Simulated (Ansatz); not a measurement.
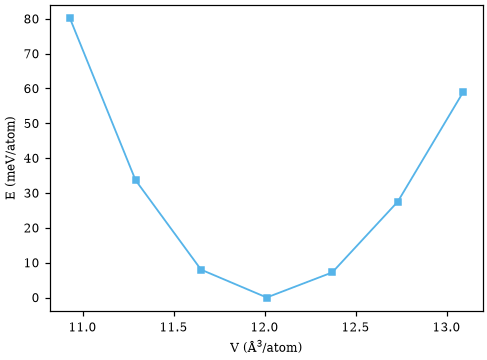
Figure: TiFe (CsCl type, Pm-3m) under volume change, plane-wave PAW LDA (Ansatz code), scaled uniformly.

Q: What does a third-order Birch–Murnaghan fit give for V₀, B₀ and B′?

A: V₀ = 12.01 Å³/atom, B₀ = 225 GPa, B′ = 4.1.

The workflow started from a Materials Project entry (that database holds measured and hypothetical structures alike); the Crystallography Open Database files this formula in space group No. 221, but the cells were not matched. Whether it is the stable phase at ambient conditions was not checked. The LDA relaxation kept the symmetry of its start; of distortions, only those at the zone centre were tested. No spin polarisation was allowed.

Potentials: the later of the program's two PAW sets.
